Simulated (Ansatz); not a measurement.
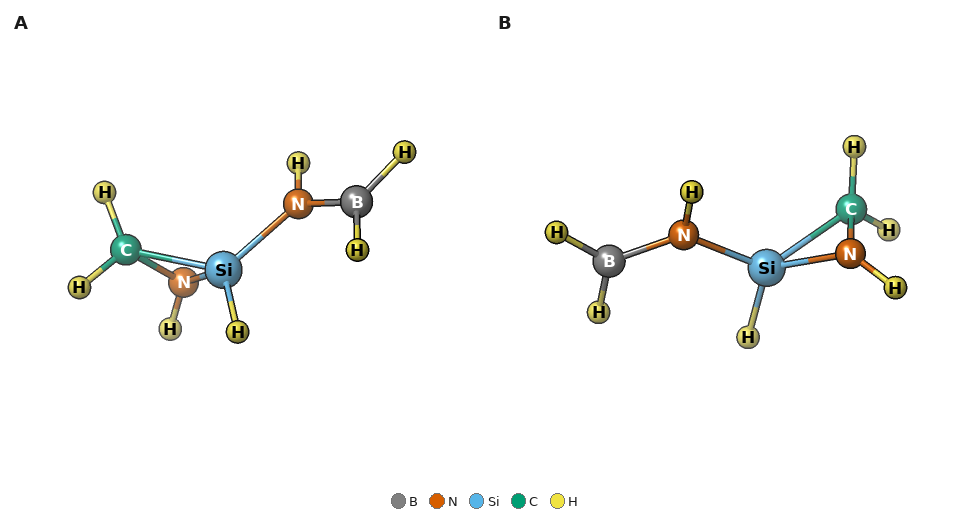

Atoms fade into the background with distance from the viewer. The computed structure is the end point of a PBE-D4/def2-SVP optimisation. No frequency run is at hand to confirm it as a minimum.

**How are A and B related: the same structure turned, mirror images, conformers, diastereomers or constitutional isomers?**

They are the same structure, CH7BN2Si (BN[Si@H]1CN1), seen from two directions: a rotation takes one into the other. The geometry is chiral (C1), so its mirror image would differ.
